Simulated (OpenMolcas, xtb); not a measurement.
## A ladder of methods for Al2H3F (SMILES [F][AlH][AlH2])

The species is Al2H3F (6 atoms), meant as a singlet with charge 0. SMILES: `[F][AlH][AlH2]`. Geometry: a GFN2-xTB relaxation, a rough one for these elements and not checked as a minimum.

Each level gives the dipole moment (D). The values are calculated.

```json
{"level": "GFN2-xTB", "kind": "semi-empirical", "program": "xtb", "value (D)": "1.58", "CPU time": "under 2 s"}
{"level": "GFN0-xTB", "kind": "semi-empirical", "program": "xtb", "value (D)": "1.35", "CPU time": "under 2 s"}
{"level": "GFN1-xTB", "kind": "semi-empirical", "program": "xtb", "value (D)": "3.04", "CPU time": "under 2 s"}
{"level": "HF/STO-3G", "kind": "Hartree–Fock", "program": "OpenMolcas", "value (D)": "2.21", "CPU time": "1.6 s"}
{"level": "HF/3-21G", "kind": "Hartree–Fock", "program": "OpenMolcas", "value (D)": "1.88", "CPU time": "1.8 s"}
{"level": "HF/def2-SVP", "kind": "Hartree–Fock", "program": "OpenMolcas", "value (D)": "1.78", "CPU time": "3.1 s"}
{"level": "PBE/def2-SVP", "kind": "GGA", "program": "OpenMolcas", "value (D)": "1.35", "CPU time": "12 s"}
{"level": "PBE/6-311G**", "kind": "GGA", "program": "OpenMolcas", "value (D)": "1.49", "CPU time": "20 s"}
{"level": "B3LYP/6-31G* (spherical functions)", "kind": "global hybrid", "program": "OpenMolcas", "value (D)": "1.44", "CPU time": "11 s"}
{"level": "B3LYP/6-31G* (Cartesian functions)", "kind": "global hybrid", "program": "OpenMolcas", "value (D)": "1.44", "CPU time": "11 s"}
```

The values span 1.35 to 3.04 D. Sets without polarisation functions give poor dipoles. Without the sets that lack polarisation functions the rows with a basis span only 1.35 to 1.78 D. CPU times are rough (shared hosts, several kinds of processor): they show what a rung costs within a factor of a few.

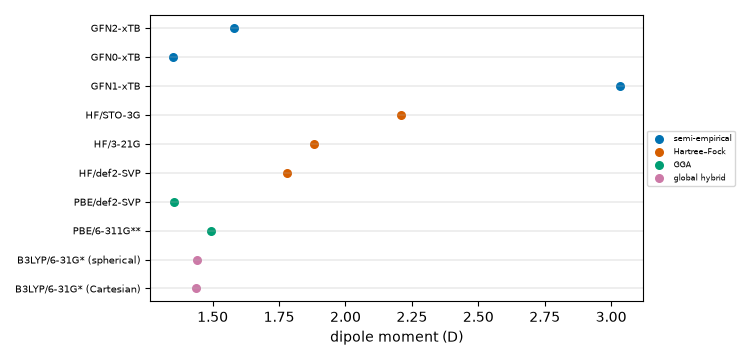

The values of the table, level by level.
